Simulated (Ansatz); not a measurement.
```csv
atom,x (Å),y (Å),z (Å)
C,0.8221,0.6563,-0.7636
C,0.0128,-0.1691,-1.1896
C,-2.5127,-0.9262,-1.7296
C,-3.3886,-1.8506,-2.2047
B,-0.9848,-1.1887,-1.7159
H,1.5350,1.3776,-0.3908
H,-0.5681,-2.2496,-2.1419
H,-2.9241,0.0263,-1.3501
H,-3.0327,-2.8186,-2.5956
H,-4.4795,-1.6867,-2.2247
```

Geometry: BLYP-D3(BJ)/def2-SVP.

These are results of isolated molecule in a Gaussian basis; Kohn-Sham density functional theory, functional PBE0 in Ansatz, not measurements.

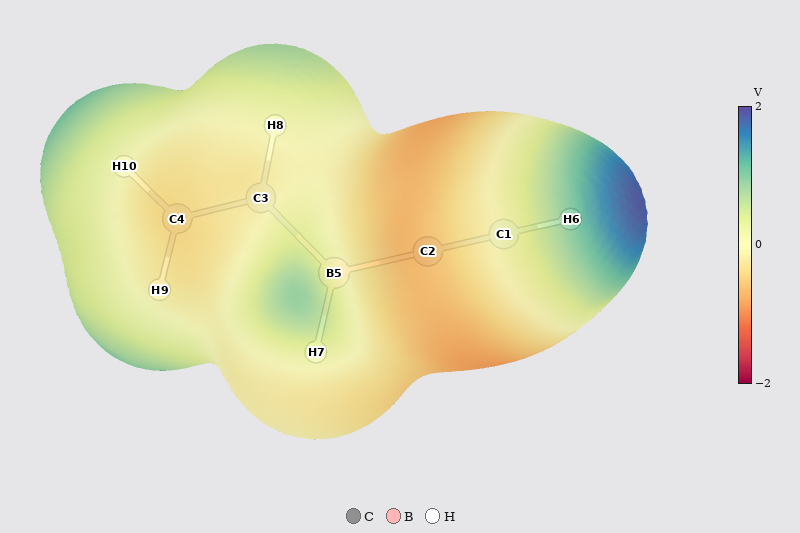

C₄H₅B. The molecular electrostatic potential painted on the density surface at 0.002 e/bohr³, seen at a tilt; red is negative and blue positive.

### Describe the electrostatic potential map.

The most negative region (about −0.9 V) lies over C1 and C2, the most positive (about +1.9 V) over H6.

### What dipole moment does the calculation give?

Its dipole moment is 0.80 D.
